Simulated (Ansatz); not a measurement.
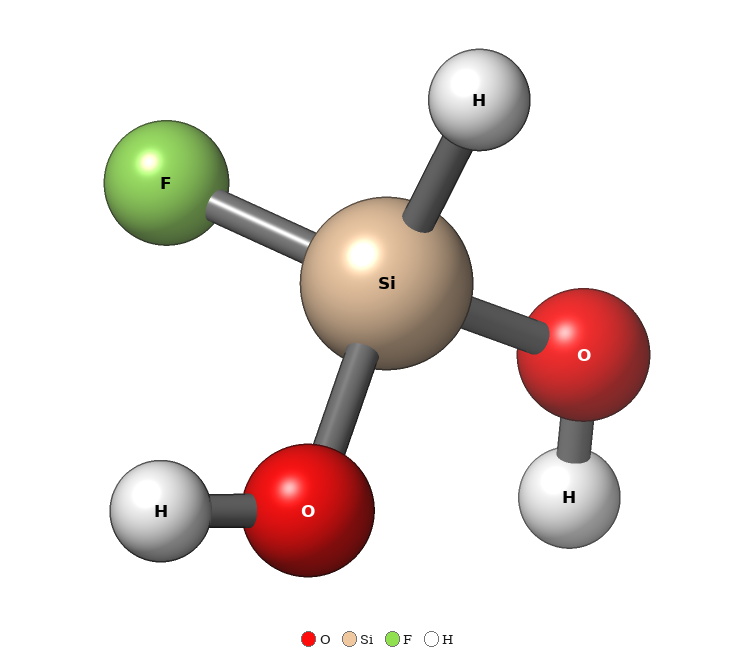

Ball-and-stick drawing of a structure. Every bond is drawn as one stick, whatever its order.

The geometry was computed by an optimisation with PBE0-D4/def2-TZVP.

Description:

Formula FH₃O₂Si. Its SMILES string is `O[SiH](O)F`. It has no ring. Among its groups: Si–H bond, Si–O bond. The point group is C1. Coordination: 2 O bent; 1 Si tetrahedral.

More results for the same structure follow; atom numbers are the same in all pictures, views and colours differ.

**Shape**

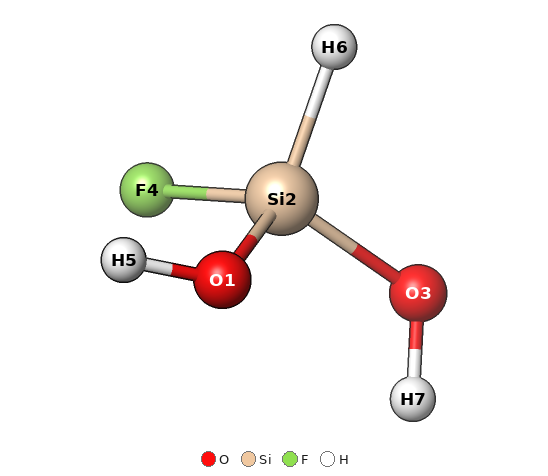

Which atoms are bonded, and how long are the bonds?

```tsv
bond	length (Å)	order
O1–Si2	1.630	single
O1–H5	0.958	single
Si2–O3	1.619	single
Si2–F4	1.595	single
Si2–H6	1.469	single
O3–H7	0.959	single
```

**Dipole moment**

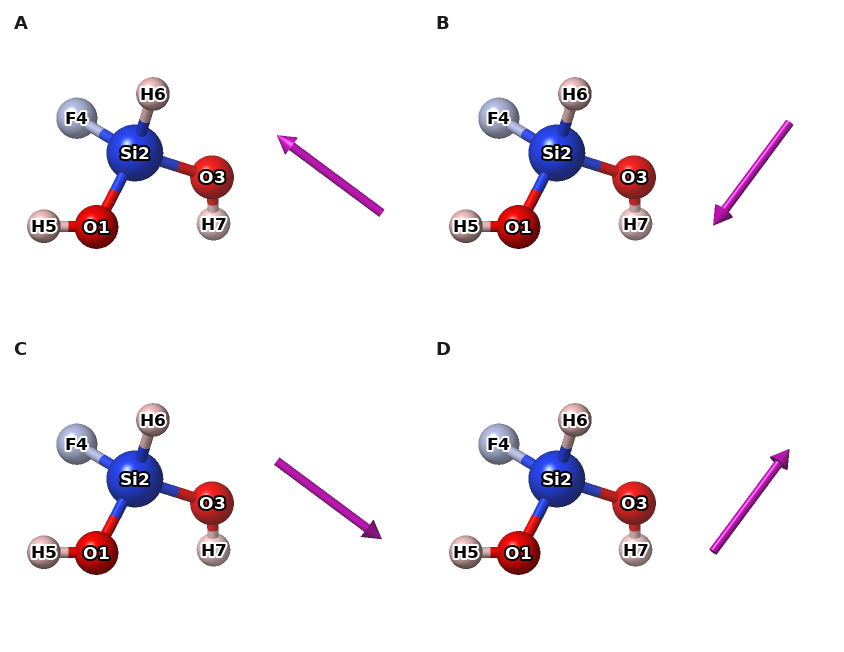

The same molecule four times, each with an arrow. Method: RKS r2SCAN-D4/def2-TZVPP (Ansatz 0.2.0).

Question: Which arrow points along the dipole moment, from the negative to the positive end?

Answer: B. The dipole moment is 1.54 D; it points from the side of H6 to the side of H5 (the outermost atoms at the two ends).

**Charges**

The questions are on Mulliken charges. Properties computed with RKS ωB97M-V/def2-TZVPP (Ansatz 0.2.0).

Question: Which atom carries the highest charge (most positive or least negative)?

Answer: Si2 (0.75 e).

Question: And the lowest?

Answer: O1 (−0.38 e).

Give the Mulliken charges atom by atom.

```tsv
atom	value (e)
O1	−0.38
Si2	0.75
O3	−0.37
F4	−0.31
H5	0.18
H6	−0.06
H7	0.19
```

**Vibrations**

Harmonic vibrations computed with RKS PBE0-D4/def2-TZVP (Ansatz 0.2.0) at a stationary point of the same level.

Question: How many vibrational modes are there, and where do they lie?

Answer: 15 modes: 191, 208, 305, 348, 398, 764, 799, 832, 848, 898, 956, 1011, 2318, 3923, 3931 cm⁻¹.

**Thermal motion**

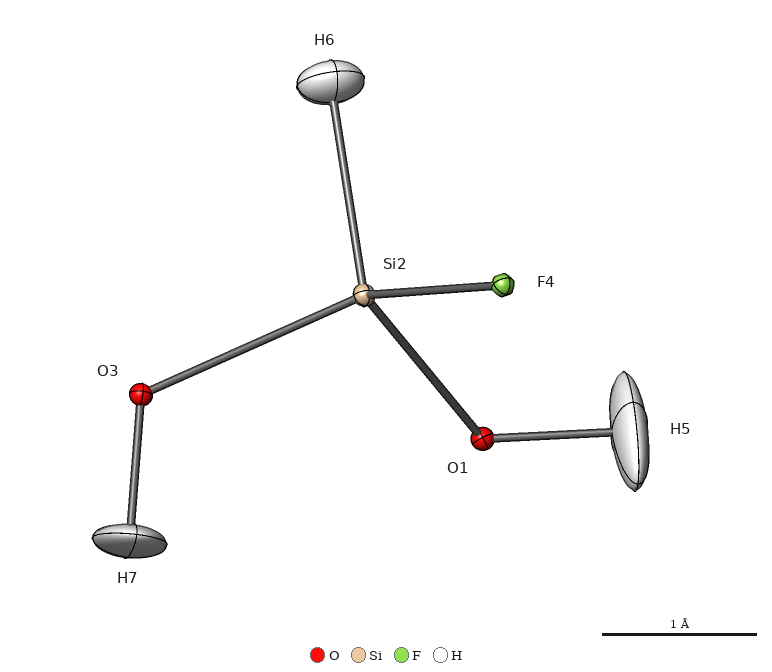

Displacement ellipsoids at the 50 % level, from the internal vibrations of the free molecule (harmonic, no overall translation or rotation; no half-axis is drawn under 0.075 Å). Vibrations computed with RKS PBE0-D4/def2-TZVP (Ansatz 0.2.0). Temperature: 200 K.

List U_eq and the three principal root-mean-square amplitudes for each kind of atom.

| atom | U_eq (Å²) | rms amplitudes (Å) |
| --- | --- | --- |
| O1 | 0.0015 | 0.027, 0.040, 0.047 |
| Si2 | 0.00072 | 0.025, 0.026, 0.029 |
| O3 | 0.0013 | 0.022, 0.039, 0.044 |
| F4 | 0.0012 | 0.020, 0.037, 0.042 |
| H5 | 0.0490 | 0.075, 0.158, 0.341 |
| H6 | 0.0161 | 0.088, 0.141, 0.144 |
| H7 | 0.0472 | 0.067, 0.155, 0.336 |

Mulliken values depend strongly on the basis set and can even reverse the polarity of a bond.
